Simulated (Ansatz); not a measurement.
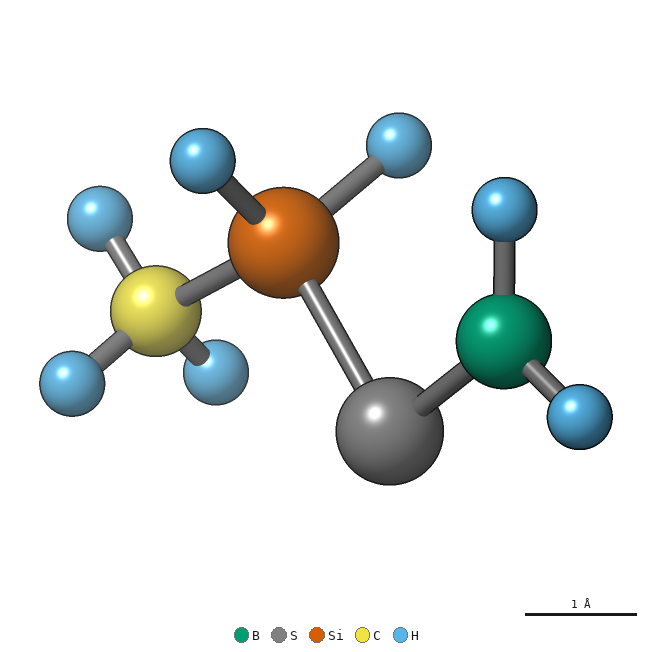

The picture shows a molecular structure as a ball-and-stick model. Every bond is drawn as one stick, whatever its order.

Identify the structure.

It has 11 atoms: 1 carbon, 7 hydrogen, 1 boron, 1 sulfur and 1 silicon (CH7BSSi). SMILES: `BS[SiH2]C`. It has no ring. Among its groups: Si–H bond, B–H bond. The point group is Cs. Coordination: 1 B trigonal planar; 1 S bent; 1 Si tetrahedral; 1 C tetrahedral.

More results for the same structure follow; atom numbers are the same in all pictures, views and colours differ. The geometry was computed by an optimisation with PBE0-D4/def2-TZVP.

**Geometry**

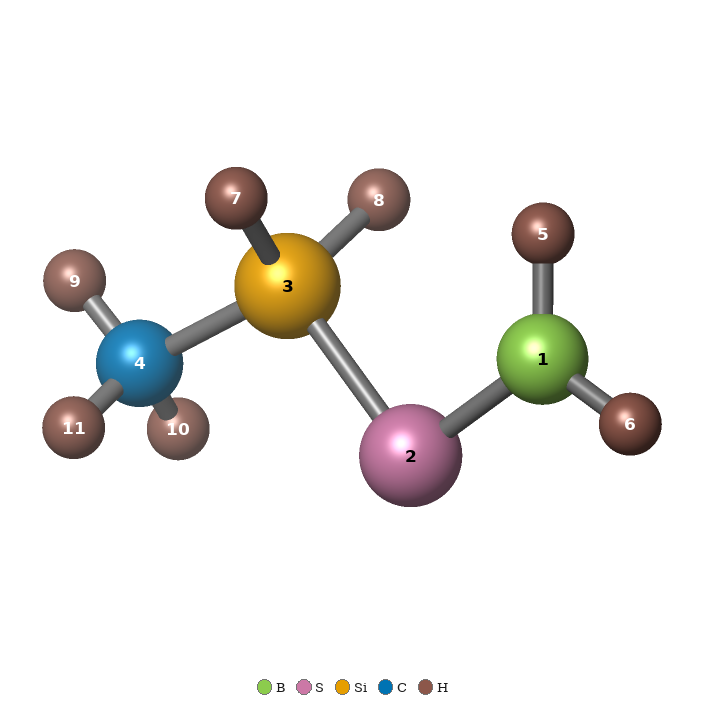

Numbered structure.

What are the angles S2–B1–H5, S2–B1–H6, B1–S2–Si3, S2–Si3–C4, S2–Si3–H7, C4–Si3–H7, Si3–C4–H9, Si3–C4–H10?

```csv
angle,degrees
S2–B1–H5,121.3
S2–B1–H6,117.1
B1–S2–Si3,100.0
S2–Si3–C4,108.1
S2–Si3–H7,108.5
C4–Si3–H7,111.3
Si3–C4–H9,110.3
Si3–C4–H10,110.8
```

**Vibrations**

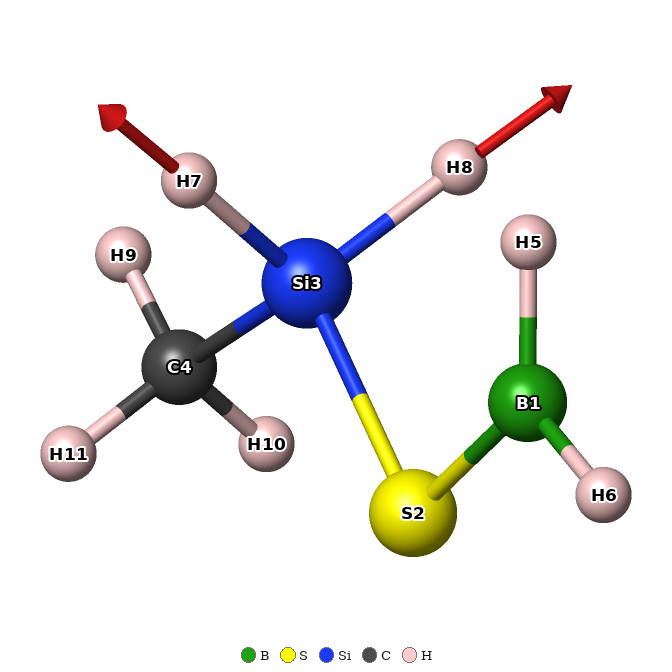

The arrows show one normal mode. Harmonic vibrations computed with RKS PBE0-D4/def2-TZVP (Ansatz 0.2.0) at a stationary point of the same level.

What kind of motion is it?

Answer. Mostly in-phase stretching of 2 Si–H bonds.

At what wavenumber does it lie?

Answer. 2227 cm⁻¹; it is mode 21 of 27 counted from the lowest.

**Levels of theory compared**

Program: Ansatz 0.2.0.

At this fixed geometry, give HOMO–LUMO gap (eV), dipole (D) at these levels: B3LYP-D4/def2-TZVPP; PBE-D4/def2-TZVPP; r2SCAN-D4/def2-TZVPP; ωB97M-V/def2-TZVPP.

| level | HOMO–LUMO gap (eV) | dipole (D) |
| --- | --- | --- |
| B3LYP-D4/def2-TZVPP | 6.24 | 1.70 |
| PBE-D4/def2-TZVPP | 4.61 | 1.81 |
| r2SCAN-D4/def2-TZVPP | 5.16 | 1.74 |
| ωB97M-V/def2-TZVPP | 10.74 | 1.69 |

**Charges**

The questions are on Mulliken charges. Method: RKS B3LYP-D4/def2-TZVPP (Ansatz 0.2.0).

Which atom carries the highest charge (most positive or least negative)?

Answer. Si3 (0.39 e).

And the lowest?

Answer. C4 (−0.39 e).

Give the Mulliken charges atom by atom.

```json
{"atom": "B1", "value (e)": "−0.06"}
{"atom": "S2", "value (e)": "−0.21"}
{"atom": "Si3", "value (e)": "0.39"}
{"atom": "C4", "value (e)": "−0.39"}
{"atom": "H5", "value (e)": "0.03"}
{"atom": "H6", "value (e)": "0.05"}
{"atom": "H7", "value (e)": "−0.06"}
{"atom": "H8", "value (e)": "−0.06"}
{"atom": "H9", "value (e)": "0.10"}
{"atom": "H10", "value (e)": "0.11"}
{"atom": "H11", "value (e)": "0.11"}
```

Mulliken values depend strongly on the basis set and can even reverse the polarity of a bond.
